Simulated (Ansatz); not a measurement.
# BSiP+ (quartet): one geometry, many settings

Aim: run BSiP+ (quartet) at one geometry under a spread of methods and options, and see what each costs and gives.

Computed with Ansatz 0.2.0, Gaussian basis. Level: the settings change from run to run.

29 further runs of the same task are left out: 5 for a known fault of the program, 9 that didn't finish, 15 set aside as unsound or not needed. Runs told in other sessions of the task aren't counted.

### Step 1. What is computed

The geometry is a PBE0/def2-TZVP stationary point (not a proven minimum) of the parent state, kept for this charge and spin.

3 atoms, charge 1, spin multiplicity 4.

Atoms are counted from 1 here; the program's logs count them from 0.

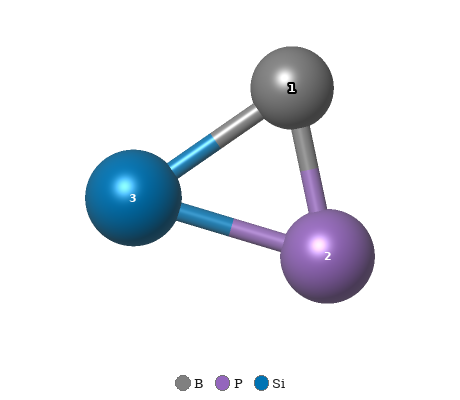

The structure; boron grey, phosphorus purple, silicon blue; atoms are numbered from 1 in the order of the file.

### Step 2. HF (ROHF)/def2-mTZVP

in.yaml

```yaml
crystal:
  periodic: [false, false, false]
  atoms:
    - {symbol: B, position_ang: [0.000000, -1.336957, 0.188448]}
    - {symbol: P, position_ang: [0.000000, 0.294228, 0.979363]}
    - {symbol: Si, position_ang: [0.000000, 0.190151, -1.152618]}
basis:
  gaussian: {orbitals: def2-mTZVP}
total_charge: 1
magnetization: {spin_polarized: false, initial_magnetization: 3}
hamiltonian: {xc: hf}
output: {orbitals: {seedname: orbitals}}
```

Run with:

```bash
ansatz run in.yaml --threads 1 --pin off --events-out ev --progress --plain --max-ram 2393MiB
```

What it wrote:

```text
Functional definition: HF
  name "HF"
  cite "Fock, Z. Phys. 61, 126 (1930) doi:10.1007/BF01340294"
  parent pbe
  exchange = exact_x
  correlation = 0
529 factors; integrals over basis functions are off by at most 1.1e-3 eV
mean field evaluation 1: about -17792.2690 eV, gradient 1.6e1 eV
mean field evaluation 2: about -17792.2812 eV, gradient 1.6e1 eV
mean field evaluation 4: about -17793.8921 eV, gradient 3.5e0 eV
mean field evaluation 8: about -17794.0729 eV, gradient 2.2e-1 eV
mean field evaluation 16: about -17793.6687 eV, gradient 3.7e0 eV
mean field evaluation 32: about -17793.7818 eV, gradient 1.9e-1 eV
mean field evaluation 64: about -17793.7820 eV, gradient 9.4e-6 eV
mean field -17794.07556538 eV, -653.9202157702 hartree, gradient 3.8e-5 eV, S^2 3.750000; 3 other end points of the search recorded, 0 dependent functions left out
reference -17794.07556538 eV, -653.9202157702 hartree; 18, 15 occupied and 45, 48 virtual orbitals, 529 factors
Total energy: -17794.07556538 eV, -653.9202157702 hartree
```

It took 1.5 s on 1 thread of Arm Neoverse V1, shared host.

### Step 3. HF (ROHF)/cc-pVDZ

in.yaml: that of step 2 with these lines changed.

```diff
@@ -7,3 +7,3 @@
 basis:
-  gaussian: {orbitals: def2-mTZVP}
+  gaussian: {orbitals: cc-pVDZ}
 total_charge: 1
@@ -11,2 +11,3 @@
 hamiltonian: {xc: hf}
-output: {orbitals: {seedname: orbitals}}
+scf: {lower_state_search: off}
+output: {forces: true, orbitals: {seedname: orbitals}}
```

The command is unchanged.

What it wrote, shortened:

```text
Functional definition: HF
  name "HF"
  cite "Fock, Z. Phys. 61, 126 (1930) doi:10.1007/BF01340294"
  parent pbe
[...]
510 factors; integrals over basis functions are off by at most 8.6e-4 eV
[...]
mean field -17794.19183969 eV, -653.9244887722 hartree, gradient 9.1e-6 eV, S^2 3.750000; 0 other end points of the search recorded, 0 dependent functions left out
[...]
reference -17794.19183969 eV, -653.9244887722 hartree; 18, 15 occupied and 32, 35 virtual orbitals, 510 factors
Total energy: -17794.19183969 eV, -653.9244887722 hartree
Atom 0 at     0.000000    -1.336957     0.188448 Å, force    -0.000000    -1.421287     0.285193 eV/Å
Atom 1 at     0.000000     0.294228     0.979363 Å, force     0.000000     0.684882    -0.099584 eV/Å
Atom 2 at     0.000000     0.190151    -1.152618 Å, force    -0.000000     0.736405    -0.185609 eV/Å
Dipole moment:    -0.000000    -0.018132    -0.468922 e Å
Checks for a lower state left out: stability, starts, cluster_reference, orbital_swaps, neighbouring_geometries, increment
```

Wall time 0.57 s (1 thread of Arm Neoverse V1, shared host).

### Step 4. BCCD/cc-pVDZ

in.yaml

```yaml
crystal:
  periodic: [false, false, false]
  atoms:
    - {symbol: B, position_ang: [0.000000, -1.336957, 0.188448]}
    - {symbol: P, position_ang: [0.000000, 0.294228, 0.979363]}
    - {symbol: Si, position_ang: [0.000000, 0.190151, -1.152618]}
basis:
  gaussian: {orbitals: cc-pVDZ, fitting: {mean_field: def2-universal-jkfit}, point_charges: [{charge: -0.50, position_ang: [3.767, 0.788, -0.638]}]}
total_charge: 1
magnetization: {spin_polarized: true, initial_magnetization: 3}
hamiltonian: {xc: {name: B3LYP}, pseudopotentials: {relativity: scalar}}
correlation: {method: bccd, electrons: valence}
scf: {lower_state_search: off}
output: {forces: true}
```

Same command.

What it wrote, shortened:

```text
Functional definition: B3LYP
  name "B3LYP"
  cite "Stephens, Devlin, Chabalowski & Frisch, J. Phys. Chem. 98, 11623 (1994) doi:10.1021/j100096a001"
  cite "Becke, Phys. Rev. A 38, 3098 (1988) doi:10.1103/PhysRevA.38.3098"
  cite "Lee, Yang & Parr, Phys. Rev. B 37, 785 (1988) doi:10.1103/PhysRevB.37.785"
  cite "Vosko, Wilk & Nusair, Can. J. Phys. 58, 1200 (1980) doi:10.1139/p80-159"
[...]
331 factors; integrals over basis functions are off by at most 2.5e-2 eV
[...]
mean field -17866.91540299 eV, -656.5970304298 hartree, gradient 8.0e-6 eV, S^2 3.758512; 0 other end points of the search recorded, 0 dependent functions left out
11 core orbitals not correlated: weight in the atoms' cores, before any rotation towards them, 1.000 or more for the frozen orbitals, at most 0.000 for the correlated occupied ones
reference -17830.58712659 eV, -655.2619908960 hartree; 7, 4 occupied and 32, 35 virtual orbitals, 331 factors
second order -6.42286190 eV of doubles, -0.23953393 eV of singles
cycle   1  -6.66832528 eV  change   -1.0e-2 eV  update   9.5e-2
[...]
cycle  22  -6.97666561 eV  change   -9.7e-8 eV  update   2.2e-7
[...]
Total energy: -17837.56379220 eV, -655.5183786283 hartree
Relativity: scalar
Atom 0 at     0.000000    -1.336957     0.188448 Å, force     0.030714    -1.811010    -0.103865 eV/Å
Atom 1 at     0.000000     0.294228     0.979363 Å, force     0.069964     1.275884     0.934313 eV/Å
Atom 2 at     0.000000     0.190151    -1.152618 Å, force     0.336544     0.615034    -0.821249 eV/Å
Dipole moment:     0.147025     0.091662    -0.385957 e Å
Checks for a lower state left out: starts, cluster_reference, orbital_swaps, neighbouring_geometries, increment
```

Run time: 7 s. Hardware: 1 thread of Arm Neoverse V1, shared host.

From the report: ⟨S²⟩ of the determinant 3.759 (pure quartet: 3.75); correlation -6.9767 eV; largest double amplitude 0.08.

### Step 5. MP2 on UHF/def2-mTZVP

in.yaml

```yaml
crystal:
  periodic: [false, false, false]
  atoms:
    - {symbol: B, position_ang: [0.000000, -1.336957, 0.188448]}
    - {symbol: P, position_ang: [0.000000, 0.294228, 0.979363]}
    - {symbol: Si, position_ang: [0.000000, 0.190151, -1.152618]}
basis:
  gaussian: {orbitals: def2-mTZVP, fitting: {mean_field: def2-universal-jkfit}}
total_charge: 1
magnetization: {spin_polarized: true, initial_magnetization: 3}
correlation: {method: mp2, electrons: outside_noble_gas}
```

Launched as before.

What it wrote:

```text
Functional definition: HF
  name "HF"
  cite "Fock, Z. Phys. 61, 126 (1930) doi:10.1007/BF01340294"
  parent pbe
  exchange = exact_x
  correlation = 0
331 factors; integrals over basis functions are off by at most 1.4e-1 eV
mean field evaluation 1: about -17792.1991 eV, gradient 1.4e1 eV
mean field evaluation 2: about -17793.6113 eV, gradient 7.4e0 eV
mean field evaluation 4: about -17794.2610 eV, gradient 1.4e0 eV
mean field evaluation 8: about -17794.3492 eV, gradient 2.3e-1 eV
mean field evaluation 16: about -17793.9515 eV, gradient 2.9e-6 eV
mean field evaluation 32: about -17794.0865 eV, gradient 1.7e0 eV
mean field -17794.36254794 eV, -653.9307621848 hartree, gradient 2.4e-6 eV, S^2 3.847197; 8 other end points of the search recorded, 0 dependent functions left out
11 core orbitals not correlated: weight in the atoms' cores, before any rotation towards them, 1.000 or more for the frozen orbitals, at most 0.000 for the correlated occupied ones
reference -17794.36254794 eV, -653.9307621848 hartree; 7, 4 occupied and 45, 48 virtual orbitals, 331 factors
second order -5.80381421 eV of doubles, -0.00000000 eV of singles
Total energy: -17800.16636215 eV, -654.1440484230 hartree
```

Run time: 2 s. Hardware: 1 thread of Arm Neoverse V1, shared host.

From the report: ⟨S²⟩ of the determinant 3.847 (pure quartet: 3.75).

### Step 6. CASSCF(5,5)/cc-pVDZ

in.yaml

```yaml
crystal:
  periodic: [false, false, false]
  atoms:
    - {symbol: B, position_ang: [0.000000, -1.336957, 0.188448]}
    - {symbol: P, position_ang: [0.000000, 0.294228, 0.979363]}
    - {symbol: Si, position_ang: [0.000000, 0.190151, -1.152618]}
basis:
  gaussian: {orbitals: cc-pVDZ}
total_charge: 1
magnetization: {spin_polarized: false, initial_magnetization: 3}
hamiltonian: {pseudopotentials: {relativity: scalar}}
correlation: {active_space: {window: {electrons: 5, orbitals: 5}}}
scf: {lower_state_search: light}
output: {forces: true}
```

Launched as before.

What it wrote, shortened:

```text
Functional definition: HF
  name "HF"
  cite "Fock, Z. Phys. 61, 126 (1930) doi:10.1007/BF01340294"
  parent pbe
[...]
510 factors; integrals over basis functions are off by at most 8.6e-4 eV
[...]
mean field -17828.98791605 eV, -655.2032209926 hartree, gradient 7.8e-6 eV, S^2 3.750000; 12 other end points of the search recorded, 0 dependent functions left out
reference -17828.98791605 eV, -655.2032209926 hartree; 18, 15 occupied and 32, 35 virtual orbitals, 510 factors
state -17829.42703997 eV, -655.2193584991 hartree
[...]
Total energy: -17829.42703997 eV, -655.2193584991 hartree
Relativity: scalar
Atom 0 at     0.000000    -1.336957     0.188448 Å, force     0.000000    -1.392351     0.283252 eV/Å
Atom 1 at     0.000000     0.294228     0.979363 Å, force    -0.000000     0.689088     0.330961 eV/Å
Atom 2 at     0.000000     0.190151    -1.152618 Å, force     0.000000     0.703263    -0.614213 eV/Å
Dipole moment:     0.000000    -0.037799    -0.430809 e Å
```

Run time: 9 s. Hardware: 1 thread of Arm Neoverse V1, shared host.

From the report: 25 determinants; active occupations 1.96, 1.01, 1.00, 0.99, 0.04.

### Step 7. BCCD on ROHF/cc-pVDZ

in.yaml: that of step 6 with these lines changed.

```diff
@@ -10,5 +10,2 @@
 magnetization: {spin_polarized: false, initial_magnetization: 3}
-hamiltonian: {pseudopotentials: {relativity: scalar}}
-correlation: {active_space: {window: {electrons: 5, orbitals: 5}}}
-scf: {lower_state_search: light}
-output: {forces: true}
+correlation: {method: bccd, electrons: outside_noble_gas}
```

The command is unchanged.

What it wrote, shortened:

```text
Functional definition: HF
  name "HF"
  cite "Fock, Z. Phys. 61, 126 (1930) doi:10.1007/BF01340294"
  parent pbe
[...]
510 factors; integrals over basis functions are off by at most 8.6e-4 eV
[...]
mean field -17794.19183969 eV, -653.9244887722 hartree, gradient 9.1e-6 eV, S^2 3.750000; 16 other end points of the search recorded, 0 dependent functions left out
[...]
determinant -17794.19183969 eV, -653.9244887722 hartree, with singles and doubles -17801.08107520 eV, -654.1776635074 hartree
determinant -17793.80987188 eV, -653.9104517141 hartree, with singles and doubles -17800.33813946 eV, -654.1503611226 hartree
determinant -17792.39511271 eV, -653.8584602734 hartree, with singles and doubles -17798.96074092 eV, -654.0997426600 hartree
determinant -17792.01759964 eV, -653.8445869242 hartree, with singles and doubles -17798.97722519 eV, -654.1003484456 hartree
determinant -17791.69236023 eV, -653.8326345963 hartree, with singles and doubles -17798.44118989 eV, -654.0806495116 hartree
determinant -17791.63431954 eV, -653.8305016401 hartree, with singles and doubles -17798.37654778 eV, -654.0782739582 hartree
determinant -17791.31060371 eV, -653.8186053028 hartree, with singles and doubles -17798.48859083 eV, -654.0823914643 hartree
determinant -17791.22978208 eV, -653.8156351626 hartree, with singles and doubles -17798.12479260 eV, -654.0690221257 hartree
11 core orbitals not correlated: weight in the atoms' cores, before any rotation towards them, 1.000 or more for the frozen orbitals, at most 0.000 for the correlated occupied ones
reference -17794.19183969 eV, -653.9244887722 hartree; 7, 4 occupied and 32, 35 virtual orbitals, 510 factors
second order -6.13964536 eV of doubles, -0.14673488 eV of singles
cycle   1  -6.87610840 eV  change    1.3e-2 eV  update   1.8e-2
[...]
cycle  10  -6.87799158 eV  change    4.2e-6 eV  update   1.2e-5
Total energy: -17801.06983127 eV, -654.1772503005 hartree
```

Wall time 11 s (1 thread of Arm Neoverse V1, shared host).

From the report: correlation -6.8780 eV; largest double amplitude 0.08.

### Step 8. The runs in one table

| level | correlated | functions | energy (eV) | time |
| --- | --- | --- | --- | --- |
| HF (ROHF)/def2-mTZVP |  | 63 | -17794.0756 | 1.5 s |
| HF (ROHF)/cc-pVDZ |  | 50 | -17794.1918 | 0.57 s |
| BCCD/cc-pVDZ (beside a point charge, on B3LYP orbitals, relativity set) | valence | 50 | -17837.5638 | 7 s |
| MP2 on UHF/def2-mTZVP | outside noble gas | 63 | -17800.1664 | 2 s |
| CASSCF(5,5)/cc-pVDZ (relativity set) |  | 50 | -17829.4270 | 9 s |
| BCCD on ROHF/cc-pVDZ | outside noble gas | 50 | -17801.0698 | 11 s |

### Step 9. Outcome

```
quantity                       value
    runs                           6
quickest   HF (ROHF)/cc-pVDZ, 0.57 s
 slowest  BCCD on ROHF/cc-pVDZ, 11 s
```

What this shows: Total energies in different bases, with other cores or another treatment of relativity can't be set against each other. BCCD on ROHF/cc-pVDZ took 19 times as long as HF (ROHF)/cc-pVDZ; the jobs differ in more than the method.
